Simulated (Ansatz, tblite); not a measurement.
# 1-ethyl-3-methylimidazolium tetrafluoroborate (C₆H₁₁BF₄N₂): spin-state energies by level

Aim: set other spin states of 1-ethyl-3-methylimidazolium tetrafluoroborate (C₆H₁₁BF₄N₂) against its singlet, on many levels of theory.

Method: as each input shows; program: Ansatz 0.2.0, Gaussian basis.

Levels to be run: triplet, at the geometry of the singlet (GFN1-xTB, GFN2-xTB, PBE0-D4/def2-SVP, PBE-D4/def2-SVP); the singlet's energies come from earlier runs.

3 further runs of the same task are left out: 3 that didn't finish.

### Step 1. The structure

The singlet was relaxed beforehand with PBE-D4/def2-SVP.

SMILES `CCn1cc[n+](C)c1.F[B-](F)(F)F`, 24 atoms, charge 0, spin multiplicity 1.

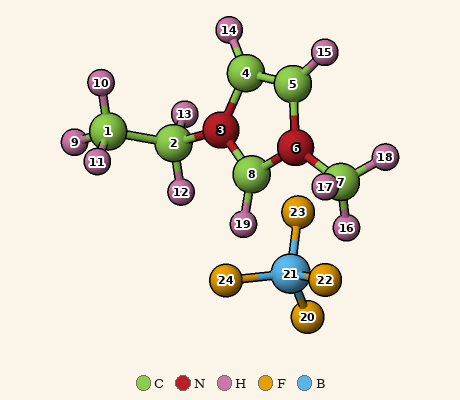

The geometry (carbon green, nitrogen red, hydrogen pink, fluorine amber, boron blue); atoms are numbered from 1 in the order of the file.

### Step 2. Triplet at the fixed geometry, GFN1-xTB

Tight binding, by tblite at 300 K electronic temperature and without a spin-polarisation term:

```python
tblite.interface.Calculator('GFN1-xTB', numbers, positions, charge=0, uhf=2).singlepoint()
```

Energy -1277.5687 eV; 0.032 s.

### Step 3. Triplet at the fixed geometry, GFN2-xTB

Tight binding, by tblite at 300 K electronic temperature and without a spin-polarisation term:

```python
tblite.interface.Calculator('GFN2-xTB', numbers, positions, charge=0, uhf=2).singlepoint()
```

Energy -1210.7657 eV; 0.021 s.

### Step 4. Triplet at the fixed geometry, PBE0-D4/def2-SVP

The input, in.yaml:

```yaml
crystal:
  periodic: [false, false, false]
  atoms:
    - {symbol: C, position_ang: [3.038895, 0.623151, 0.281808]}
    - {symbol: C, position_ang: [1.943494, -0.409368, 0.042560]}
    - {symbol: N, position_ang: [0.668633, -0.038956, 0.677610]}
    - {symbol: C, position_ang: [0.298103, -0.227093, 1.998155]}
    - {symbol: C, position_ang: [-1.022151, 0.144424, 2.100128]}
    - {symbol: N, position_ang: [-1.426929, 0.544283, 0.834913]}
    - {symbol: C, position_ang: [-2.772258, 0.932174, 0.417548]}
    - {symbol: C, position_ang: [-0.387646, 0.424626, -0.008334]}
    - {symbol: H, position_ang: [3.970510, 0.294560, -0.218877]}
    - {symbol: H, position_ang: [3.261186, 0.756805, 1.360447]}
    - {symbol: H, position_ang: [2.757726, 1.608170, -0.141577]}
    - {symbol: H, position_ang: [1.708414, -0.536125, -1.032900]}
    - {symbol: H, position_ang: [2.219635, -1.406467, 0.439098]}
    - {symbol: H, position_ang: [0.988863, -0.622440, 2.748574]}
    - {symbol: H, position_ang: [-1.703876, 0.138803, 2.955407]}
    - {symbol: H, position_ang: [-2.881177, 0.648959, -0.647105]}
    - {symbol: H, position_ang: [-2.927475, 2.019708, 0.557877]}
    - {symbol: H, position_ang: [-3.510151, 0.372970, 1.020700]}
    - {symbol: H, position_ang: [-0.393811, 0.597109, -1.096672]}
    - {symbol: F, position_ang: [-0.904315, -2.011223, -3.592311]}
    - {symbol: B, position_ang: [-0.777713, -1.209917, -2.484184]}
    - {symbol: F, position_ang: [-1.971072, -0.459163, -2.229761]}
    - {symbol: F, position_ang: [-0.460139, -1.948563, -1.315286]}
    - {symbol: F, position_ang: [0.283244, -0.236417, -2.667817]}
basis:
  gaussian: {orbitals: def2-SVP}
magnetization: {spin_polarized: true, initial_magnetization: 2}
hamiltonian: {xc: pbe0, dispersion: d4}
scf: {omitted_lower_state_checks: [starts]}
output: {orbitals: {seedname: orbitals}}
```

Command:

```sh
> ansatz run in.yaml --threads 4 --pin off --events-out ev --progress --plain --max-ram 6963MiB
```

What it wrote:

```text
Functional definition: PBE0
  name "PBE0"
  cite "Adamo & Barone, J. Chem. Phys. 110, 6158 (1999) doi:10.1063/1.478522"
  cite "Perdew, Burke & Ernzerhof, Phys. Rev. Lett. 77, 3865 (1996) doi:10.1103/PhysRevLett.77.3865"
  parent pbe
  parameter a = 0.25
  parameter kappa = 0.804
  parameter beta = 0.06672455060314922
  exchange = (1 - a)*pbe_x(kappa = kappa, mu = beta*pi^2/3) + a*exact_x
  correlation = pbe_c(beta = beta)
these checks for a lower state are left out or cut short: starts
2386 factors; integrals over basis functions are off by at most 1.5e-3 eV
mean field evaluation 1: about -20878.4874 eV, gradient 4.9e1 eV
mean field evaluation 2: about -20868.9508 eV, gradient 6.8e1 eV
mean field evaluation 4: about -20888.0216 eV, gradient 4.1e0 eV
mean field evaluation 8: about -20888.7759 eV, gradient 1.3e0 eV
mean field evaluation 16: about -20888.7870 eV, gradient 1.3e-2 eV
mean field evaluation 32: about -20888.7871 eV, gradient 1.0e-5 eV
mean field -20888.78712960 eV, -767.6487680843 hartree, gradient 3.2e-6 eV, S^2 2.008102; 0 other end points of the search recorded, 0 dependent functions left out
reference -20888.78716858 eV, -767.6487695170 hartree; 52, 50 occupied and 185, 187 virtual orbitals, 2386 factors
Total energy: -20889.33550807 eV, -767.6689206213 hartree
Checks for a lower state left out: starts
```

Wall time 36 s (4 threads of Arm Neoverse V1, shared host); peak memory 1.4 GiB.

HOMO -3.47 eV, LUMO -5.82 eV (over both spins; with the spin held, an empty level of the minority spin lies below the top filled one); ⟨S²⟩ 2.008 (pure: 2.00).

### Step 5. Triplet at the fixed geometry, PBE-D4/def2-SVP

start.molden holds the orbitals of an earlier run on this state, given as this run's starting guess.

Edit in.yaml of step 4 so:

```diff
@@ -28,5 +28,5 @@
 basis:
-  gaussian: {orbitals: def2-SVP}
+  gaussian: {orbitals: def2-SVP, initial_orbitals: start.molden}
 magnetization: {spin_polarized: true, initial_magnetization: 2}
-hamiltonian: {xc: pbe0, dispersion: d4}
+hamiltonian: {xc: pbe, dispersion: d4}
 scf: {omitted_lower_state_checks: [starts]}
```

Launched as before.

What it wrote:

```text
Functional definition: PBE
  name "PBE"
  cite "Perdew, Burke & Ernzerhof, Phys. Rev. Lett. 77, 3865 (1996) doi:10.1103/PhysRevLett.77.3865"
  parent pbe
  parameter kappa = 0.804
  parameter beta = 0.06672455060314922
  exchange = pbe_x(kappa = kappa, mu = beta*pi^2/3)
  correlation = pbe_c(beta = beta)
these checks for a lower state are left out or cut short: starts
2676 factors; their error is unknown
mean field evaluation 1: about -20887.4516 eV, gradient 7.0e0 eV
mean field evaluation 2: about -20887.7261 eV, gradient 1.0e0 eV
mean field evaluation 4: about -20887.5987 eV, gradient 4.7e-1 eV
mean field evaluation 8: about -20887.6100 eV, gradient 1.3e-1 eV
mean field evaluation 16: about -20887.6101 eV, gradient 5.6e-5 eV
mean field -20887.61009530 eV, -767.6055128715 hartree, gradient 2.8e-6 eV, S^2 2.008478; 0 other end points of the search recorded, 0 dependent functions left out
reference -20887.61014591 eV, -767.6055147315 hartree; 52, 50 occupied and 185, 187 virtual orbitals, 2676 factors
Total energy: -20888.24886684 eV, -767.6289872926 hartree
Checks for a lower state left out: starts
```

Wall time 30 s (4 threads of Arm Neoverse V1, shared host); peak memory 1.1 GiB.

Report: HOMO -2.07 eV, LUMO -6.47 eV (over both spins; with the spin held, an empty level of the minority spin lies below the top filled one); ⟨S²⟩ 2.008 (pure: 2.00).

### Step 6. Triplet less singlet, vertical

The singlet's energies are those of its earlier runs, whose logs aren't repeated here.

```
           level  triplet less singlet, vertical (kcal/mol)     time
        GFN1-xTB                                     +109.3  0.052 s
        GFN2-xTB                                     +116.1  0.035 s
 PBE-D4/def2-SVP                                     +111.2     34 s
PBE0-D4/def2-SVP                                     +112.6     47 s
```

Times add the two runs; a level without a time comes out of a correlated run. Tight binding without a spin term can't rank spin states.

### Step 7. Outcome

| quantity | value |
| --- | --- |
| triplet less singlet, vertical, functionals in def2-SVP | +111.2 (PBE-D4) to +112.6 kcal/mol (PBE0-D4) |

In words: All functionals put the triplet above the singlet, over a spread of 1.5 kcal/mol. The checks for a lower triplet were left out, so another state of that spin may lie lower. These are electronic energies, without zero-point motion, entropy or surroundings.
